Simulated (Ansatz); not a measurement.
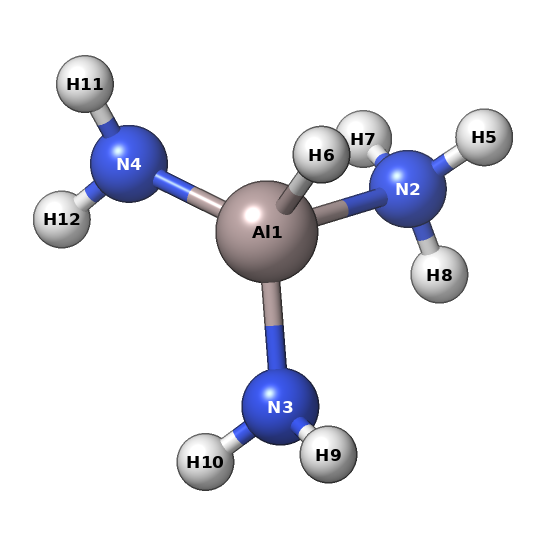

The atoms are numbered. The computed structure is the end point of a PBE0-D4/def2-TZVP optimisation.

Describe the coordination of atom 1.

Answer. Al1 has 4 neighbours (N2 at 2.06, N3 at 1.82, N4 at 1.81, H6 at 1.60 Å); the arrangement is tetrahedral.

How are the neighbours of atom 2 arranged?

Answer. N2 has 4 neighbours (Al1 at 2.06, H5 at 1.01, H7 at 1.02, H8 at 1.02 Å); the arrangement is tetrahedral.
